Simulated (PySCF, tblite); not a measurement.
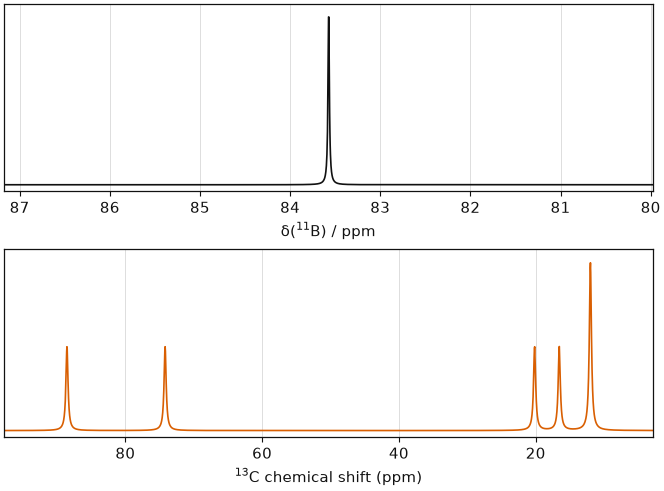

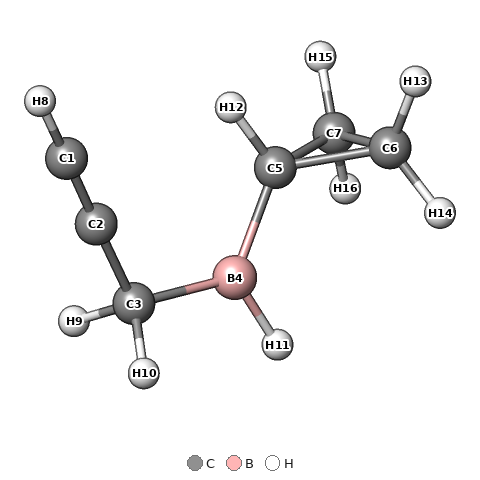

Spectrum and numbered structure of C₆H₉B, SMILES C#CCBC1CC1. GIAO shifts, PBE0/pcSseg-1 with PySCF, at a GFN2-xTB geometry (a minimum by its frequencies), against BF₃.OEt₂ for ¹¹B and TMS for ¹³C computed at the same level. Gas phase, fully decoupled, line heights follow the number of nuclei, widths are arbitrary (no quadrupolar broadening); values of one conformer, averaged over nuclei that symmetry or rotation about single bonds exchange, these motions taken as fast; other conformers aren't averaged in.

> Where does the ¹¹B line lie?

At 83.6 ppm (B4).

> Which ¹³C nuclei are the least shielded, and which the most?

Least shielded: C2 at 88.5 ppm. Most shielded: C6 and C7 at 12.0 ppm.

Caveats: the tight-binding geometry is rougher than a DFT one and adds to the error.
